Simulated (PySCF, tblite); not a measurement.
# C₄H₈FOP: dynamics, then NMR shifts on frames, part 2 of 2

tblite 0.8.0 and PySCF 2.14.0. Atoms count from 0. Earlier steps stand in the parts before.

**5. NMR shieldings: 625 fs, PBE0/pcSseg-1**

The job: settings as JSON, then the geometry in Å.

```
{"job": {"kind": "nmr", "xc": "PBE0", "basis": "pcSseg-1", "pop": false}, "charge": 0, "multiplicity": 1}
C      1.651700     1.513600    -0.376300
O      0.634000     0.555100    -0.780600
C     -0.483200     0.892000    -1.643000
P     -1.847800     1.769700    -0.699000
C     -1.878200     0.623500     0.598400
C     -1.375700    -0.712600     0.889800
F     -2.639900     0.911100     1.707900
H      2.480000     0.922200    -0.172200
H      1.362100     2.088300     0.608900
H      1.985800     2.063700    -1.263900
H     -0.673200    -0.254400    -1.890900
H     -0.054500     1.433600    -2.481700
H     -0.679400    -1.043200     0.160500
H     -0.707500    -0.674700     1.721800
H     -2.316200    -1.296100     1.119600
```

Method: GIAO PBE0/pcSseg-1 NMR shielding, non-relativistic, gas phase.

Log:

```text
coarse grid: 13104 points
cycle   1  E = -672.8591603255  dE =  6.265e-01  |g| = 7.052e-01  |ddm| = 3.361e+00
cycle   2  E = -672.7291577987  dE =  1.300e-01  |g| = 1.113e+00  |ddm| = 1.221e+00
cycle   3  E = -672.9493263803  dE = -2.202e-01  |g| = 1.011e-01  |ddm| = 8.214e-01
cycle   4  E = -672.9509712701  dE = -1.645e-03  |g| = 5.422e-02  |ddm| = 1.250e-01
cycle   5  E = -672.9515972356  dE = -6.260e-04  |g| = 2.667e-02  |ddm| = 7.604e-02
cycle   6  E = -672.9517960975  dE = -1.989e-04  |g| = 5.348e-03  |ddm| = 3.079e-02
cycle   7  E = -672.9518022813  dE = -6.184e-06  |g| = 1.472e-03  |ddm| = 4.660e-03
final grid: 122552 points
cycle   8  E = -673.0128831058  dE = -2.611e-05  |g| = 1.339e-02  |ddm| = 2.587e-02
cycle   9  E = -673.0128216273  dE =  6.148e-05  |g| = 2.166e-02  |ddm| = 2.303e-02
cycle  10  E = -673.0129177199  dE = -9.609e-05  |g| = 2.656e-03  |ddm| = 1.652e-02
cycle  11  E = -673.0129196469  dE = -1.927e-06  |g| = 6.075e-04  |ddm| = 2.946e-03
cycle  12  E = -673.0129197331  dE = -8.629e-08  |g| = 1.934e-04  |ddm| = 6.916e-04
cycle  13  E = -673.0129197420  dE = -8.817e-09  |g| = 3.389e-05  |ddm| = 2.324e-04
cycle  14  E = -673.0129197422  dE = -2.856e-10  |g| = 1.490e-05  |ddm| = 6.204e-05
converged SCF energy = -673.0129197422

GIAO shielding tensors (ppm)
atom      isotropic    diamagn.    paramagn.     s11        s22        s33       span
  0 C      123.656     244.726    -121.071     88.508     99.734    182.725     94.217
  1 O      261.532     405.644    -144.113    195.983    275.656    312.956    116.974
  2 C      102.683     253.381    -150.698     68.298     91.679    148.073     79.775
  3 P      150.267     965.170    -814.903   -120.286    144.558    426.527    546.812
  4 C      -72.102     256.842    -328.943   -288.024     20.271     51.447    339.471
  5 C      155.028     251.894     -96.866    134.013    142.726    188.344     54.331
  6 F      149.237     474.525    -325.288     -0.673    116.492    331.892    332.565
  7 H       28.964      32.499      -3.535     25.450     26.608     34.833      9.382
  8 H       26.149      27.804      -1.655     21.852     24.925     31.670      9.818
  9 H       28.278      29.146      -0.867     25.060     25.593     34.182      9.122
 10 H       24.176      29.800      -5.624     20.237     23.361     28.930      8.693
 11 H       27.179      30.933      -3.755     22.832     27.200     31.504      8.672
 12 H       28.149      34.258      -6.109     24.116     28.604     31.726      7.609
 13 H       29.623      31.924      -2.301     26.682     27.951     34.235      7.553
 14 H       28.157      27.683       0.474     24.266     26.345     33.861      9.596
```

Wall time 34 s (1 thread of Arm Neoverse N1, shared host); peak memory 0.77 GiB.

Key values: δ C4 259.0, C2 84.2, C0 63.3, C5 31.9, H10 7.54, H8 5.57 ppm.

**6. Shielding tensors: 800 fs, PBE0/pcSseg-1**

The job: settings as JSON, then the geometry in Å.

```
{"job": {"kind": "nmr", "xc": "PBE0", "basis": "pcSseg-1", "pop": false}, "charge": 0, "multiplicity": 1}
C      1.455700     1.028500     0.419000
O      0.940000     0.276300    -0.633200
C     -0.150900     0.920900    -1.373200
P     -1.540200     1.666100    -0.313700
C     -1.874200     0.357900     0.595200
C     -1.473800    -1.016000     0.557400
F     -2.775700     0.522000     1.596700
H      1.048500     0.575000     1.367700
H      1.166100     2.100200     0.618300
H      2.551200     1.044800     0.380000
H     -0.465400     0.087200    -2.001400
H      0.067500     1.757100    -2.096100
H     -0.424200    -1.127400     0.872400
H     -2.198300    -1.658900     1.105400
H     -1.439500    -1.475400    -0.447500
```

Method: GIAO PBE0/pcSseg-1 NMR shielding, non-relativistic, gas phase.

Log:

```text
coarse grid: 13104 points
cycle   1  E = -672.8949485493  dE =  7.832e-01  |g| = 6.366e-01  |ddm| = 3.402e+00
cycle   2  E = -672.8132677015  dE =  8.168e-02  |g| = 9.480e-01  |ddm| = 1.089e+00
cycle   3  E = -672.9671312232  dE = -1.539e-01  |g| = 9.316e-02  |ddm| = 7.124e-01
cycle   4  E = -672.9687594972  dE = -1.628e-03  |g| = 3.175e-02  |ddm| = 9.598e-02
cycle   5  E = -672.9689570548  dE = -1.976e-04  |g| = 1.111e-02  |ddm| = 3.164e-02
cycle   6  E = -672.9689796087  dE = -2.255e-05  |g| = 5.784e-03  |ddm| = 1.545e-02
cycle   7  E = -672.9689889648  dE = -9.356e-06  |g| = 9.835e-04  |ddm| = 6.248e-03
final grid: 122552 points
cycle   8  E = -673.0277948128  dE = -2.013e-05  |g| = 1.329e-02  |ddm| = 2.623e-02
cycle   9  E = -673.0277365388  dE =  5.827e-05  |g| = 2.105e-02  |ddm| = 2.363e-02
cycle  10  E = -673.0278311184  dE = -9.458e-05  |g| = 2.166e-03  |ddm| = 1.655e-02
cycle  11  E = -673.0278323619  dE = -1.244e-06  |g| = 4.635e-04  |ddm| = 2.381e-03
cycle  12  E = -673.0278324091  dE = -4.719e-08  |g| = 1.733e-04  |ddm| = 5.221e-04
cycle  13  E = -673.0278324155  dE = -6.372e-09  |g| = 3.802e-05  |ddm| = 1.866e-04
cycle  14  E = -673.0278324159  dE = -3.613e-10  |g| = 1.125e-05  |ddm| = 6.506e-05
converged SCF energy = -673.0278324159

GIAO shielding tensors (ppm)
atom      isotropic    diamagn.    paramagn.     s11        s22        s33       span
  0 C      129.581     244.887    -115.306     92.416    111.208    185.119     92.703
  1 O      325.442     397.677     -72.235    268.228    326.063    382.035    113.808
  2 C      109.006     249.025    -140.019     68.560     94.192    164.265     95.705
  3 P      196.540     967.738    -771.198    -92.727    237.676    444.670    537.397
  4 C      -43.837     255.490    -299.327   -241.913     45.005     65.396    307.309
  5 C      160.510     251.009     -90.499    143.201    148.142    190.188     46.986
  6 F      176.070     472.839    -296.769     50.162    166.526    311.524    261.362
  7 H       27.497      30.204      -2.707     23.156     25.933     33.404     10.248
  8 H       27.597      28.629      -1.032     23.847     26.172     32.771      8.925
  9 H       27.858      28.410      -0.551     23.564     25.165     34.846     11.281
 10 H       27.217      31.529      -4.312     23.670     25.412     32.567      8.897
 11 H       26.541      28.790      -2.249     21.810     26.186     31.626      9.816
 12 H       27.999      31.420      -3.421     23.276     28.632     32.090      8.814
 13 H       28.677      27.933       0.744     24.063     27.505     34.464     10.401
 14 H       28.414      30.864      -2.450     24.607     28.240     32.394      7.787
```

It took 33 s on 1 thread of Arm Neoverse N1, shared host; peak memory 0.77 GiB.

Key values: δ C4 230.8, C2 77.9, C0 57.3, C5 26.4, H11 5.18, H10 4.50 ppm.

**7. NMR shieldings: 1000 fs, PBE0/pcSseg-1**

The job: settings as JSON, then the geometry in Å.

```
{"job": {"kind": "nmr", "xc": "PBE0", "basis": "pcSseg-1", "pop": false}, "charge": 0, "multiplicity": 1}
C      2.021400     1.180400     0.499800
O      1.224300     0.350200    -0.417300
C      0.293600     0.962600    -1.183900
P     -1.125000     1.722700    -0.201600
C     -1.867300     0.352000     0.517800
C     -1.595400    -1.075400     0.549500
F     -3.038500     0.837100     1.127600
H      1.446200     1.278800     1.447500
H      2.247400     2.111800    -0.021000
H      2.923700     0.578000     0.762800
H     -0.131500     0.304300    -1.953900
H      0.661100     1.962000    -1.789600
H     -2.148800    -1.656200     1.309500
H     -1.836800    -1.525100    -0.479400
H     -0.430900    -1.198000     0.611700
```

Level: GIAO PBE0/pcSseg-1 NMR shielding, non-relativistic, gas phase.

Log:

```text
coarse grid: 13104 points
cycle   1  E = -672.8792155251  dE =  5.708e-01  |g| = 6.740e-01  |ddm| = 3.362e+00
cycle   2  E = -672.7580800846  dE =  1.211e-01  |g| = 1.073e+00  |ddm| = 1.201e+00
cycle   3  E = -672.9612137504  dE = -2.031e-01  |g| = 1.190e-01  |ddm| = 7.749e-01
cycle   4  E = -672.9631087018  dE = -1.895e-03  |g| = 8.519e-02  |ddm| = 1.912e-01
cycle   5  E = -672.9651274332  dE = -2.019e-03  |g| = 1.957e-02  |ddm| = 9.988e-02
cycle   6  E = -672.9652244284  dE = -9.700e-05  |g| = 4.306e-03  |ddm| = 2.358e-02
cycle   7  E = -672.9652282612  dE = -3.833e-06  |g| = 1.029e-03  |ddm| = 3.465e-03
final grid: 122552 points
cycle   8  E = -673.0247433465  dE = -2.247e-05  |g| = 1.194e-02  |ddm| = 2.359e-02
cycle   9  E = -673.0246814655  dE =  6.188e-05  |g| = 2.015e-02  |ddm| = 2.289e-02
cycle  10  E = -673.0247714276  dE = -8.996e-05  |g| = 3.187e-03  |ddm| = 1.726e-02
cycle  11  E = -673.0247742440  dE = -2.816e-06  |g| = 4.924e-04  |ddm| = 3.378e-03
cycle  12  E = -673.0247742960  dE = -5.197e-08  |g| = 1.799e-04  |ddm| = 5.592e-04
cycle  13  E = -673.0247743025  dE = -6.591e-09  |g| = 2.930e-05  |ddm| = 1.747e-04
cycle  14  E = -673.0247743027  dE = -1.960e-10  |g| = 1.270e-05  |ddm| = 4.530e-05
converged SCF energy = -673.0247743027

GIAO shielding tensors (ppm)
atom      isotropic    diamagn.    paramagn.     s11        s22        s33       span
  0 C      116.426     247.430    -131.004     79.032     91.616    178.630     99.598
  1 O      312.928     399.484     -86.557    286.514    299.591    352.678     66.164
  2 C      109.610     248.765    -139.155     78.396     95.779    154.656     76.260
  3 P      104.137     967.221    -863.084   -190.963    106.626    396.747    587.709
  4 C      -67.087     257.179    -324.267   -290.900     40.835     48.803    339.703
  5 C      156.025     252.970     -96.944    134.792    152.654    180.630     45.837
  6 F      168.039     472.958    -304.919     32.403    189.770    281.942    249.539
  7 H       26.901      29.861      -2.960     22.704     26.349     31.651      8.947
  8 H       28.400      28.937      -0.537     25.204     26.219     33.778      8.574
  9 H       27.166      28.361      -1.195     23.795     25.079     32.624      8.829
 10 H       26.321      31.028      -4.708     22.746     25.863     30.352      7.606
 11 H       25.615      27.689      -2.075     20.938     25.146     30.760      9.822
 12 H       28.464      27.651       0.813     24.967     26.404     34.019      9.052
 13 H       27.161      28.728      -1.567     23.679     25.645     32.158      8.480
 14 H       25.781      30.773      -4.992     21.063     26.805     29.474      8.411
```

Wall time 32 s (1 thread of Arm Neoverse N1, shared host); peak memory 0.76 GiB.

This run: δ C4 254.0, C2 77.3, C0 70.5, C5 30.9, H11 6.10, H14 5.94 ppm.

**8. Side by side: NMR shifts**

Shifts (ppm) of some atoms, chosen among heavy atoms and hydrogens apart, with basis size and wall time:

| frame | C4 | C0 | H13 | H14 | O1 | P3 | F6 | functions | time |
| --- | --- | --- | --- | --- | --- | --- | --- | --- | --- |
| 250 fs | 256.8 | 54.2 | 3.37 | 2.17 | 21.1 | 198.5 | 2.6 | 166 | 33 s |
| 425 fs | 241.3 | 60.2 | 5.48 | 2.51 | 36.1 | 182.8 | -0.8 | 166 | 33 s |
| 625 fs | 259.0 | 63.3 | 2.09 | 3.56 | 74.5 | 168.1 | 21.7 | 166 | 34 s |
| 800 fs | 230.8 | 57.3 | 3.04 | 3.30 | 10.6 | 121.8 | -5.1 | 166 | 33 s |
| 1000 fs | 254.0 | 70.5 | 4.56 | 5.94 | 23.2 | 214.2 | 2.9 | 166 | 32 s |

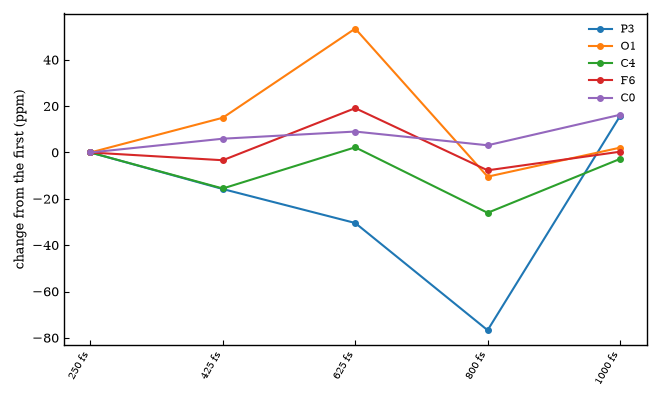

How five of the tabulated atoms move from run to run.

**9. What came out**

The summary covers parts 1 to 2.

| quantity | value |
| --- | --- |
| thermostat | 600 K |
| mean temperature, second half | 557 K |
| mean potential energy above the minimum | 1.03 eV |
| 13C shifts against TMS (PBE0/pcSseg-1, 250 fs) | 256.8, 80.2, 54.2, 32.2 ppm |
| 1H shifts against TMS (PBE0/pcSseg-1, 250 fs) | 4.89, 4.63, 3.59, 3.37, 3.25, 3.12, 2.39, 2.17 ppm |
| 17O shifts against H2O (PBE0/pcSseg-1, 250 fs) | 21.1 ppm |
| 31P shifts against H3PO4 (PBE0/pcSseg-1, 250 fs) | 198.5 ppm |
| 19F shifts against CFCl3 (PBE0/pcSseg-1, 250 fs) | 2.6 ppm |
| range of the shift of P3 | 121.8 to 214.2 ppm |

In the second half the potential energy averages 1.03 eV above the minimum; equipartition over 39 harmonic modes at 600 K would give 1.01 eV. With 15 atoms the temperature swings widely (302 to 752 K). Shifts at one fixed geometry are not the observed spectrum, which averages over the motion. In the first frame run (250 fs): The widest tensor belongs to P3: span 671 ppm, with a paramagnetic part of -848 ppm. In ppm, P3 moves most: its shift spreads over 92.4 ppm, from 121.8 (800 fs) to 214.2 (1000 fs).
